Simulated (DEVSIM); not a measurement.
Structure: Ru/Si3N4/p-Si capacitor, at 300 K.

| layer (left to right) | material | thickness (nm) | Na (cm⁻³) |
|---|---|---|---|
| 1 | Si3N4 | 7.60 | - |
| 2 | Si | 1800 | 9.8e16 |

Metal gate on the left, work function 4.7 eV. Fixed charge at the semiconductor interface 1e11 cm⁻² (in units of +e); no interface traps.

This is a model device: material constants are rounded textbook-type values typed into the input, and sizes, dopings and lifetimes were drawn at random. Values at 300 K.

```
parameter      Si3N4       Si
-------------  -----  -------
gap (eV)         5.1    1.124
affinity (eV)    2.1     4.05
permittivity     7.5     11.7
Nc (cm⁻³)          -  2.86e19
Nv (cm⁻³)          -   3.1e19
```

Simulated with DEVSIM: 1D Poisson equation in equilibrium, Boltzmann statistics, complete ionisation; no quantum confinement or tunnelling. Metal contacts follow the ideal Schottky-Mott rule: no Fermi-level pinning, no interface dipoles.

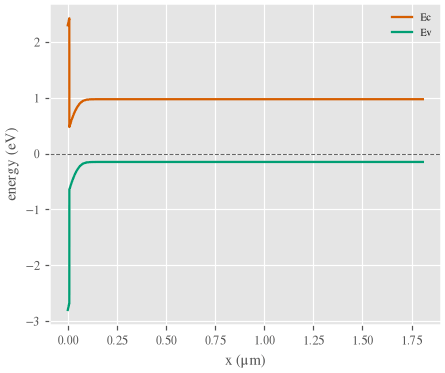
Figure: Band edges at 0.3 V on the gate

Energies count from the Fermi level of the right contact; mesh points crowd at the junctions.

```csv
x (μm),Ec (eV),Ev (eV),n (cm⁻³),p (cm⁻³),field (V/cm)
0.000,2.300,-2.800,< 1e2,< 1e2,160000
0.001136,2.318,-2.781,< 1e2,< 1e2,160000
0.002926,2.348,-2.752,< 1e2,< 1e2,160000
0.005331,2.387,-2.713,< 1e2,< 1e2,160000
0.007232,2.418,-2.682,< 1e2,< 1e2,160000
0.008242,0.482,-0.642,2.3e11,5.0e8,120000
0.01024,0.505,-0.619,9.4e10,1.2e9,120000
0.01624,0.572,-0.552,7.0e9,1.7e10,110000
0.02709,0.679,-0.445,1.1e8,1.0e12,91000
0.04848,0.838,-0.286,240000,4.9e14,58000
0.09498,0.967,-0.157,1700,7.0e16,6300
0.2428,0.975,-0.149,1200,9.8e16,≈ 0
0.4877,0.975,-0.149,1200,9.8e16,≈ 0
0.9946,0.975,-0.149,1200,9.8e16,≈ 0
1.504,0.975,-0.149,1200,9.8e16,≈ 0
1.659,0.975,-0.149,1200,9.8e16,≈ 0
1.738,0.975,-0.149,1200,9.8e16,≈ 0
1.774,0.975,-0.149,1200,9.8e16,≈ 0
1.796,0.975,-0.149,1200,9.8e16,≈ 0
1.802,0.975,-0.149,1200,9.8e16,≈ 0
1.806,0.975,-0.149,1200,9.8e16,≈ 0
1.808,0.975,-0.149,1200,9.8e16,≈ 0
```
